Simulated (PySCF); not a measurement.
System: CH$_{12}$BSi$_{4}$ (SMILES [CH2][Si]([SiH3])([SiH3])B[SiH3]) (doublet).

The calculation's input:

```
{"job": {"kind": "epr"}, "charge": 0, "multiplicity": 2}
Si     0.197244     0.039841    -0.862711
Si     1.556359    -1.349912     0.499155
Si     0.758867     2.180529    -0.061650
B     -1.596673    -0.570003    -0.282909
Si    -2.195985    -0.376425     1.630257
C      0.689356    -0.161781    -2.631686
H      2.993210    -0.987733     0.291276
H      1.369628    -2.792844     0.154829
H      1.204126    -1.142537     1.938530
H     -0.187527     3.223106    -0.566314
H      2.136999     2.521243    -0.535351
H      0.744079     2.193532     1.432669
H     -2.317202    -1.183931    -1.038239
H     -2.007870    -1.714266     2.287510
H     -1.416155     0.628123     2.419349
H     -3.649029    -0.025077     1.728280
H      1.618361     0.256468    -3.034296
H      0.082651    -0.731776    -3.343743
```

Launched as:

```sh
OMP_NUM_THREADS=1 python cluster_run.py task.json out
```

Geometry: PBE0-D3(BJ)/def2-SVP.

These are results of UKS B3LYP, IGLO-III on B C Si, pcH-1 on H, non-relativistic, mean-field spin-orbit, GIAO (PySCF), not measurements.

> What will maps of the electron density, electron localisation function and spin density show?

C–Si (1.85 Å): the density is about 0.95 e/Å³ at the midpoint; the ELF peaks at about 0.95 between the atoms; a shared electron pair.
Si–B (1.98 Å): the density is about 0.81 e/Å³ at the midpoint; the ELF peaks at about 1 between the atoms (a covalent bond).
C–H (1.10 Å): ρ at the midpoint is about 2 e/Å³; the ELF climbs to about 1 towards the hydrogen, as it does in any bond to H: an ordinary covalent bond to hydrogen.
B–H (1.21 Å): the density is about 1.2 e/Å³ at the midpoint; the ELF climbs to about 1 towards the hydrogen; an ordinary covalent bond to hydrogen.
The unpaired spin (1 electron) lies mostly on C6 (about 0.7) and Si1 (about 0.1), in electrons by Hirshfeld's partition.

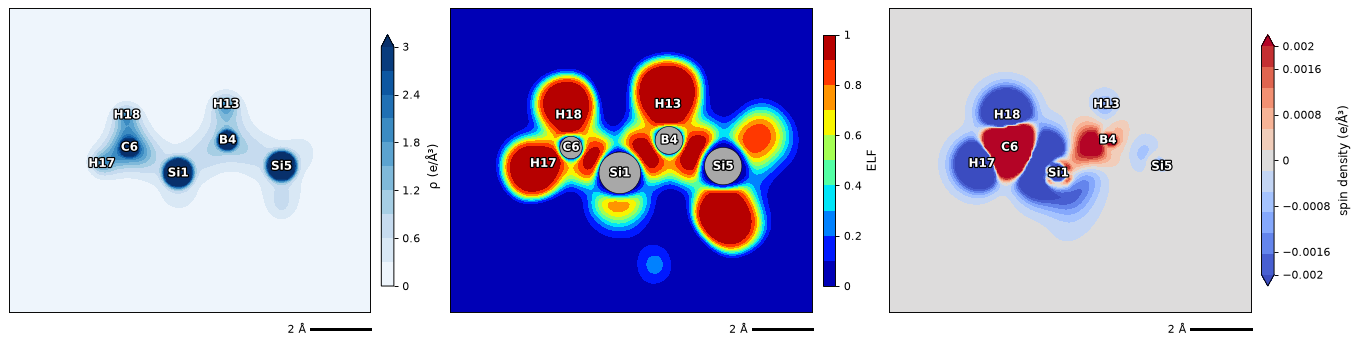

Computed electron density, electron localisation function and spin density on the plane of atoms B4, Si1 and C6, in this order. Grey discs cover the atomic cores in the ELF map. 
